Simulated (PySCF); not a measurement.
**What a change does: excited-state calculation on CH₈GeOSi**

System: CH₈GeOSi, SMILES C[O][GeH2][SiH3].
Method of run A: TDDFT PBE0/def2-SVP, vertical, gas phase, core orbitals frozen in the response (PySCF 2.14.0).

The geometry comes from this level: PBE0-D3(BJ)/def2-SVP. Text and figures count atoms from 1; the logs count them from 0 in places.

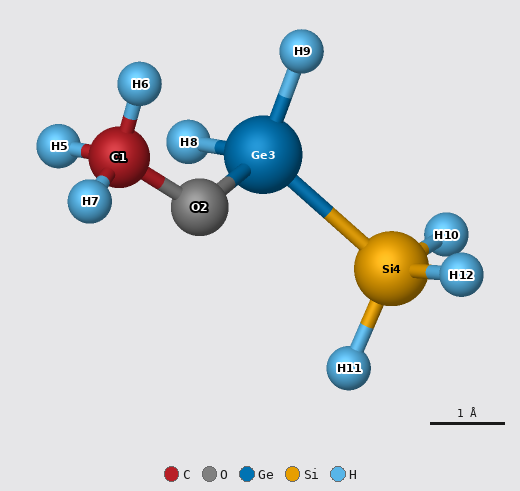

**Figure 1.** The structure (ball-and-stick view, seen at a tilt; atoms are numbered from 1 in the order of the input). Sticks mark near contacts.

**Input file, run A**
```
{"job": {"kind": "uv", "xc": "PBE0", "basis": "def2-SVP"}, "charge": 0, "multiplicity": 1}
C      2.261617     0.386195     0.275557
O      0.888472     0.638011     0.204310
Ge    -0.233092    -0.703721    -0.174944
Si    -2.394431     0.288243    -0.141619
H      2.674700    -0.000746    -0.677154
H      2.521112    -0.340074     1.071675
H      2.781165     1.330792     0.504139
H      0.155298    -1.288666    -1.554784
H     -0.050675    -1.809721     0.893345
H     -3.412692    -0.737850    -0.523980
H     -2.447904     1.416883    -1.117405
H     -2.701258     0.794048     1.229261
```

The first line tells a small driver script what to run in PySCF; the rest is the geometry in Å.

Launched with:
```bash
OMP_NUM_THREADS=1 python <driver script> task.json out
```

Hardware: 1 CPU thread, shared host.

**Output (run A)**
```
coarse grid: 43968 points
cycle   1  E = -2483.5773255616  dE = -5.613e-01  |g| = 7.236e-01  |ddm| = 3.163e+00
cycle   2  E = -2483.3381879508  dE =  2.391e-01  |g| = 1.307e+00  |ddm| = 1.971e+00
cycle   3  E = -2483.6691708532  dE = -3.310e-01  |g| = 1.089e-01  |ddm| = 1.475e+00
cycle   4  E = -2483.6709208362  dE = -1.750e-03  |g| = 4.511e-02  |ddm| = 1.122e-01
cycle   5  E = -2483.6711609349  dE = -2.401e-04  |g| = 5.060e-03  |ddm| = 3.546e-02
cycle   6  E = -2483.6711659143  dE = -4.979e-06  |g| = 1.165e-03  |ddm| = 6.441e-03
final grid: 90360 points
cycle   7  E = -2483.6711564578  dE = -5.025e-10  |g| = 1.256e-03  |ddm| = 2.490e-03
cycle   8  E = -2483.6711563777  dE =  8.010e-08  |g| = 1.432e-03  |ddm| = 2.330e-03
cycle   9  E = -2483.6711568371  dE = -4.594e-07  |g| = 9.253e-05  |ddm| = 1.166e-03
cycle  10  E = -2483.6711568389  dE = -1.828e-09  |g| = 2.727e-05  |ddm| = 1.099e-04
cycle  11  E = -2483.6711568391  dE = -1.360e-10  |g| = 2.530e-06  |ddm| = 2.690e-05
converged SCF energy = -2483.6711568391

Static polarisability (au): isotropic 70.918, principal 62.387 63.937 86.429

Singlet excitations
state   eV       nm        f      main configurations
  1   6.1189    202.6   0.00008   H->L 0.97
  2   6.8038    182.2   0.01865   H-1->L 0.96
  3   7.2145    171.9   0.00046   H->L+1 0.78, H-2->L 0.18
  4   7.3593    168.5   0.01192   H->L+2 0.95
  5   7.4514    166.4   0.05348   H-2->L 0.77, H->L+1 0.18
  6   7.7262    160.5   0.02596   H-1->L+1 0.86
  7   8.1053    153.0   0.00213   H-2->L+1 0.90
  8   8.1598    151.9   0.13242   H-1->L+2 0.81, H-2->L+2 0.12
  9   8.2156    150.9   0.01623   H-3->L 0.87
 10   8.2829    149.7   0.00359   H->L+3 0.66, H->L+5 0.16, H->L+4 0.12

Triplet excitations (Tamm-Dancoff, eV): 5.7615 6.1605 6.6422 6.7328
```

The input of run B differs as follows (lines with − go, lines with + come):
```diff
-"basis": "def2-SVP"
+"basis": "6-31G*"
```

How does run B compare with run A?

The total energy of run B is 81.4 kcal/mol lower, which measures the change of basis and not a stability. The HOMO goes from −7.60 to −7.46 eV. The dipole moment goes from 0.98 to 1.06 D. The lowest excitation goes from 6.12 to 5.99 eV. The strongest computed line goes from 8.16 to 8.32 eV. The number of SCF iterations is the same. The basis functions go from 118 to 94.

**Output (run B)**
```
coarse grid: 43968 points
cycle   1  E = -2483.7051504940  dE = -5.332e-01  |g| = 7.336e-01  |ddm| = 2.963e+00
cycle   2  E = -2483.4628354247  dE =  2.423e-01  |g| = 1.320e+00  |ddm| = 1.932e+00
cycle   3  E = -2483.7992084488  dE = -3.364e-01  |g| = 1.052e-01  |ddm| = 1.435e+00
cycle   4  E = -2483.8007155074  dE = -1.507e-03  |g| = 4.471e-02  |ddm| = 9.606e-02
cycle   5  E = -2483.8009279746  dE = -2.125e-04  |g| = 4.867e-03  |ddm| = 3.043e-02
cycle   6  E = -2483.8009329709  dE = -4.996e-06  |g| = 1.056e-03  |ddm| = 6.340e-03
final grid: 90360 points
cycle   7  E = -2483.8009382169  dE =  1.254e-08  |g| = 1.173e-03  |ddm| = 2.252e-03
cycle   8  E = -2483.8009381243  dE =  9.259e-08  |g| = 1.389e-03  |ddm| = 2.108e-03
cycle   9  E = -2483.8009385404  dE = -4.162e-07  |g| = 1.139e-04  |ddm| = 1.061e-03
cycle  10  E = -2483.8009385430  dE = -2.607e-09  |g| = 3.022e-05  |ddm| = 1.238e-04
cycle  11  E = -2483.8009385432  dE = -1.655e-10  |g| = 1.792e-06  |ddm| = 2.676e-05
converged SCF energy = -2483.8009385432

Static polarisability (au): isotropic 66.402, principal 56.363 59.573 83.270

Singlet excitations
state   eV       nm        f      main configurations
  1   5.9949    206.8   0.00026   H->L 0.97
  2   6.7573    183.5   0.01740   H-1->L 0.97
  3   7.0509    175.8   0.00776   H->L+1 0.97
  4   7.2605    170.8   0.01468   H-2->L 0.58, H->L+2 0.38
  5   7.4479    166.5   0.04389   H->L+2 0.57, H-2->L 0.38
  6   7.8904    157.1   0.03125   H-1->L+2 0.74, H-1->L+1 0.10
  7   7.9189    156.6   0.14524   H-1->L+1 0.69, H-2->L+1 0.13, H-1->L+2 0.10
  8   8.2051    151.1   0.01216   H-3->L 0.85
  9   8.2702    149.9   0.01436   H-2->L+2 0.86
 10   8.3235    149.0   0.46696   H-2->L+1 0.73, H-1->L+1 0.10, H-4->L 0.09

Triplet excitations (Tamm-Dancoff, eV): 5.6393 6.1911 6.5754 6.8408
```

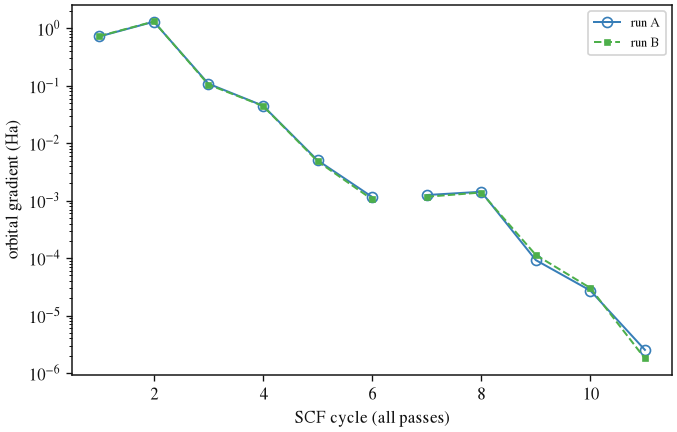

**Figure 2.** Convergence of the two runs: orbital gradient against the SCF cycle. A break in a curve parts two SCF passes (coarse and final grid). Run A takes 11 cycles in all, and run B takes 11.

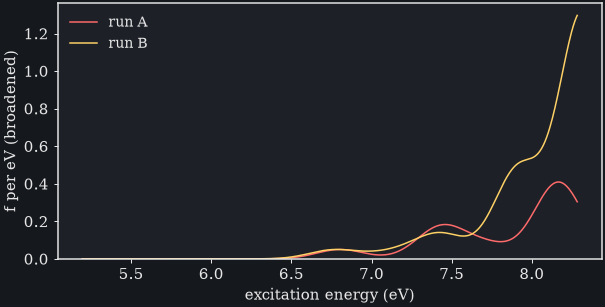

**Figure 3.** Absorption of the two runs from their computed states, each broadened by a Gaussian of 0.35 eV full width; the range ends where the shorter list of states ends.

**The two runs side by side**

| quantity | run A | run B |
| --- | --- | --- |
| outcome | converged | converged |
| total energy (hartree) | −2483.671157 | −2483.800939 |
| HOMO (eV) | −7.60 | −7.46 |
| LUMO (eV) | 0.00 | 0.02 |
| dipole moment (D) | 0.98 | 1.06 |
| lowest excitation (eV) | 6.12 | 5.99 |
| SCF iterations | 11 | 11 |
| strongest computed line (eV) | 8.16 | 8.32 |
| basis functions | 118 | 94 |
| wall time (shared host) | 14 s | 11 s |

For both runs: Spin–orbit coupling is left out, which matters for the heavy atoms.
